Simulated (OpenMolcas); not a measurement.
# W⁵⁺ among point charges: CASSCF and CASPT2 levels and susceptibility

Aim: the splitting of the states of W⁵⁺ in the field of 8 point charges, its lowest levels with spin-orbit coupling and its magnetic susceptibility.

Program: OpenMolcas 26.06. Level of theory: state-averaged CASSCF and CASPT2, spin-orbit coupling by RASSI with atomic mean-field integrals. These are calculated values, not measurements, unless marked.

**1. What is computed**

- Species: W⁵⁺ (tungsten, Z = 74, 69 electrons)
- Basis: ANO-RCC-VDZP [7s6p4d2f1g], 68 functions
- Scalar Hamiltonian: DKH2, point nucleus
- Inactive shells: 1s 2s 2p 3s 3p 3d 4s 4p 4d 4f 5s 5p
- Active space: 1 electron in 5 orbitals (5d)
- Some configurations of this space: 5d
- Orbitals: optimised for each spin and parity, averaged over all roots

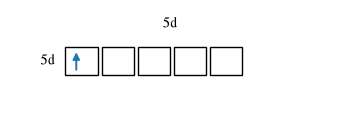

Occupation of the outer shells (arrows by Hund's rule).

The ion sits among 8 point charges of -1.2 e arranged as a cube (Oh), 1.99 Å from the ion.

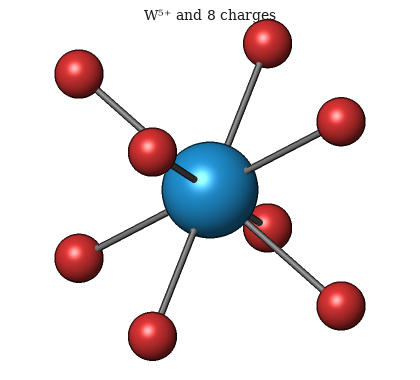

The ion and the point charges (red).

Each step is its own input file, run in one work folder so that later steps find the files of earlier ones. Labels, J, g values, rates, χT and fits are worked out afterwards by a script from the matrices that RASSI stores. The input lists half of the charges; inversion (Group=XYZ) makes the rest.

**2. GATEWAY and SEWARD: basis and integrals**

Contents of a.inp:

```
&GATEWAY
Coord
1

W 0.0 0.0 0.0
Basis=ANO-RCC-VDZP
Group=XYZ
NoMove
AngMom=0.0 0.0 0.0
AMFI
XField
4 Angstrom 0
1.148927 1.148927 1.148927 -1.200000
1.148927 1.148927 -1.148927 -1.200000
1.148927 -1.148927 1.148927 -1.200000
1.148927 -1.148927 -1.148927 -1.200000
&SEWARD
```

Command:

```bash
> OMP_NUM_THREADS=1 MOLCAS_MEM=1689 MOLCAS_PROJECT=a pymolcas a.inp > a.log
```

The log of the run:

```text
Basis set label: W.ANO-RCC...7S6P4D2F1G.

      Electronic valence basis set:
      ------------------
      Associated Effective Charge  74.000000 au
      Associated Actual Charge     74.000000 au
      Nuclear Model: Point charge

      Shell  nPrim  nBasis  Cartesian Spherical Contaminant
         s      24       7        X
         p      21       6        X
         d      15       4                 X
         f      11       2                 X
         g       4       1                 X
                  Relativistic Douglas-Kroll-Hess integrals:
                    - DKH order of Hamiltonian: 2
                    - DKH order of Properties : 0
                  Atomic mean-field integrals
```

**3. Reference wave functions, doublets of even parity, 5 roots**

Contents of a.inp:

```
&RASSCF
FileOrb=start.orb
Symmetry=1
Spin=2
nActEl=1 0 0
Inactive=15 19
Ras2=5 0
CIRoot=5 5 1
SDav=5
CIMx=300
Iter=120 100
PrWF=0.3
OrbListing=Nothing
MaxOrb=0
>>> COPY $Project.JobIph JOB001
```

start.orb holds the contracted functions of the basis, ordered by shell, or the orbitals of the step before.

The log of the run, shortened:

```text
[...]
      Number of active orbitals                  5
[...]
      Spin quantum number                      0.5
[...]
      Active orbitals                            5   0
[...]
      Number of CSFs                             5
      Number of root(s) required                 5
[...]
      Convergence after  9 iterations
[...]
      Natural orbitals and occupation numbers for root  1
      sym 1:   0.000000   0.000000  -0.000000   0.000000   1.000000
      Natural orbitals and occupation numbers for root  2
      sym 1:   0.000000   0.000000   1.000000  -0.000000   0.000000
      Natural orbitals and occupation numbers for root  3
      sym 1:  -0.000000   0.000000   1.000000  -0.000000  -0.000000
::    RASSCF root number  1 Total energy: -16135.25093945
::    RASSCF root number  2 Total energy: -16135.25093945
::    RASSCF root number  3 Total energy: -16135.21651993
::    RASSCF root number  4 Total energy: -16135.21651993
::    RASSCF root number  5 Total energy: -16135.21651993
```

**4. RASSI: spin-orbit coupling between the states**

Contents of a.inp:

```
&RASSI
NrOfJobIphs=1 5
1 2 3 4 5
IphNames
JOB001
EJob
SpinOrbit
DIPRint=1.0
SOCoupling=1000.0
Subsets=2
Property=9
'ANGMOM' 1 'ANGMOM' 2 'ANGMOM' 3 'MLTPL  1' 1 'MLTPL  1' 2 'MLTPL  1' 3
'AMFI' 1 'AMFI' 2 'AMFI' 3
SOProperty=3
'ANGMOM' 1 'ANGMOM' 2 'ANGMOM' 3
```

The log of the run, shortened:

```text
SPIN-FREE ENERGIES:
  (Shifted by EMIN (a.u.) =     -16135.2509394468)
 SF State       Relative EMIN(au)   Rel lowest level(eV)    D:o, cm**(-1)      L_eff
     1             0.0000000000        0.0000000000              0.0000         2.0
     2             0.0000000000        0.0000000000              0.0000         2.0
     3             0.0344195123        0.9366026426           7554.2098         2.0
     4             0.0344195123        0.9366026426           7554.2098         2.0
     5             0.0344195123        0.9366026426           7554.2098         2.0
     Dipole printing threshold changed to   1.00000000E+00
Eigenvalues of complex Hamiltonian:
   -----------------------------------
  (Shifted by EMIN (a.u.) =     -16135.2509394468)
 SO State       Relative EMIN(au)   Rel lowest level(eV)    D:o, cm**(-1)     J-value
     1            -0.0128999127        0.0000000000              0.0000         1.4
     2            -0.0128999127        0.0000000000              0.0000         1.5
     3            -0.0128999127        0.0000000000              0.0000         1.1
     4            -0.0128999127        0.0000000000              0.0000         1.1
     5             0.0379378100        1.3833649087          11157.5905         1.9
     6             0.0379378100        1.3833649087          11157.5905         1.8
     7             0.0379378100        1.3833649087          11157.5905         1.9
     8             0.0379378100        1.3833649087          11157.5905         1.8
     9             0.0531827423        1.7982006504          14503.4664         2.0
    10             0.0531827423        1.7982006504          14503.4664         2.0
Weights of the five most important spin-orbit-free states for each spin-orbit state.
[...]
```

These steps: 1.9 s of run time, 1 thread of Arm Neoverse V1, shared host.

Spin-free states, with their symmetry labels:

| state | degeneracy | E (cm-1) | free-ion L (%) |
| --- | --- | --- | --- |
| 2E | 2 | 0 | D (100) |
| 2T2 | 3 | 7554 | D (100) |

With spin-orbit coupling:

```
E (cm-1)  Degeneracy  Label  2S+1               g
     0.0           4     Γ8     2                
   11158           4     Γ8     2                
   14503           2     Γ7     2  2.00 2.00 2.00
```

Principal g values are given for doublets only; a zero marks a field direction without first-order Zeeman splitting.

Powder χT (cm³ K/mol): 0.19 at 2 K, 0.19 at 5 K, 0.19 at 10 K, 0.19 at 20 K, 0.19 at 50 K, 0.19 at 100 K, 0.20 at 150 K, 0.20 at 200 K, 0.20 at 250 K, 0.20 at 300 K.

A ligand-field fit to the states below 45000 cm-1 gives 10Dq = -7554 cm-1, the gap between the two states.

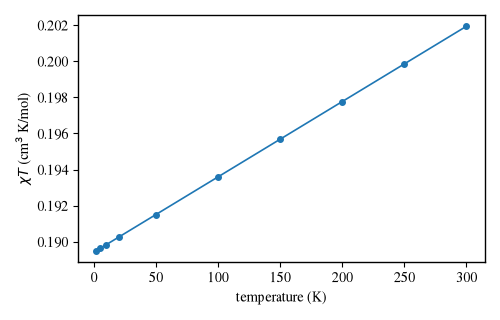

χT against temperature.

**5. CASPT2: IPEA 0.25, imaginary shift 0.1 (closed shells correlated: 4f 5s 5p)**

Contents of a.inp:

```
>>> COPY JOB001 $Project.JobIph
&CASPT2
Multistate=5 1 2 3 4 5
NoMult
Frozen=14 9
IPEA=0.25
Imaginary=0.1
MaxIter=60
WThr=0.0 0.3 0.05
PrWF=0.5
NoMix
```

Command:

```bash
> OMP_NUM_THREADS=1 MOLCAS_MEM=1689 MOLCAS_PROJECT=a pymolcas a.inp > a.log
```

The log of the run:

```text
Orbital specifications:
      -----------------------

      Symmetry species                           1   2
                                                ag  au
      Frozen orbitals                           14   9
      Inactive orbitals                          1  10
      Active orbitals                            5   0
      Secondary orbitals                        16  13
      Deleted orbitals                           0   0
      Number of basis functions                 36  32
Type of calculation                        SS-CASPT2
      Fock operator                              state-specific
      IPEA shift                                 0.25
      Real shift                                 0.00
      Imaginary shift                            0.10
      The input orbitals will be transformed to quasi-canonical
Reference energy:      -16135.2509394468
      E2 (Non-variational):      -0.7258076518
      Shift correction:          -0.0000972709
      E2 (Variational):          -0.7259049227
      Total energy:          -16135.9768443695
      Residual norm:              0.0000000925
      Reference weight:           0.93132
      Contributions to the CASPT2 correlation energy
      Active & Virtual Only:         -0.0000000000
      One Inactive Excited:          -0.0429416318
      Two Inactive Excited:          -0.6828660200
Reference energy:      -16135.2509394468
      E2 (Non-variational):      -0.7257786756
      Shift correction:          -0.0000972180
      E2 (Variational):          -0.7258758936
      Total energy:          -16135.9768153403
      Residual norm:              0.0000000915
      Reference weight:           0.93134
      Contributions to the CASPT2 correlation energy
      Active & Virtual Only:         -0.0000000000
      One Inactive Excited:          -0.0429116636
      Two Inactive Excited:          -0.6828670120
::    CASPT2 Root  1     Total energy: -16135.97684437
::    CASPT2 Root  2     Total energy: -16135.97681534
::    CASPT2 Root  3     Total energy: -16135.94292237
::    CASPT2 Root  4     Total energy: -16135.94292557
::    CASPT2 Root  5     Total energy: -16135.94255103
```

This run took 1 s in all on 1 thread of Arm Neoverse V1, shared host.

SS-CASPT2: lowest energy less the reference's lowest, -0.7259 hartree; reference weights 0.931.

States without spin-orbit coupling:

| state | degeneracy | E (cm-1) | free-ion L (%) |
| --- | --- | --- | --- |
| 2E | 2 | 0 | D (100) |
| 2T2 | 3 | 7469 | D (100) |

With spin-orbit coupling:

```
E (cm-1)  Degeneracy  Label  2S+1               g
       0           4     Γ8     2                
   11120           4     Γ8     2                
   14440           2     Γ7     2  2.00 2.00 2.00
```

Powder χT (cm³ K/mol): 0.19 at 2 K, 0.19 at 5 K, 0.19 at 10 K, 0.19 at 20 K, 0.19 at 50 K, 0.19 at 100 K, 0.20 at 150 K, 0.20 at 200 K, 0.20 at 250 K, 0.20 at 300 K.

A ligand-field fit to the states below 45000 cm-1 gives 10Dq = -7469 cm-1, the gap between the two states.

**6. The methods side by side**

A. CASSCF
B. SS-CASPT2, IPEA 0.25, imaginary shift 0.1 (closed shells correlated: 4f 5s 5p)

| method | ground state | first state of that spin (cm-1) | first gap with spin-orbit (cm-1) | χT at 300 K |
| --- | --- | --- | --- | --- |
| A | 2E | 2T2 7554 | 11157.6 | 0.20 |
| B | 2E | 2T2 7469 | 11115.8 | 0.20 |

**7. What came out**

| quantity | value |
| --- | --- |
| method | SS-CASPT2, IPEA 0.25, imaginary shift 0.1 (closed shells correlated: 4f 5s 5p) |
| spin-free ground state | 2E, 2-fold in its orbital part |
| first state of the same spin within the active space | 2T2 at 7470 cm⁻¹ |
| lowest level | 4-fold Γ8 |
| next level | 11115.8 cm⁻¹ |
| χT at 300 K | 0.20 cm³ K/mol |
| effective moment at 300 K | 1.27 μB |

Cost by method:

| method | time of its own steps | time with the reference |
| --- | --- | --- |
| A. CASSCF | 1.9 s | 1.9 s |
| B. SS-CASPT2, IPEA 0.25, imaginary shift 0.1, +4f 5s 5p | 1 s | 2.9 s |

Times are of one thread on a shared host.

The spin-free ground state (2E) comes to 100 % from free-ion D terms and keeps the highest spin of the shell. χT at 300 K is 0.20, against 0.38 cm³ K/mol for the spin alone, so orbital moment lowers it. A ligand-field fit to the states below 45000 cm-1 gives 10Dq = -7469 cm-1, the gap between the two states. CASPT2 does not keep the components of a term degenerate, and the means are used. An orbital doublet at a regular site is open to a Jahn-Teller distortion, which this geometry leaves out. The field of point charges can differ much from that of real complexes. Point charges carry no covalency, so the field is a model and not that of real ligands.
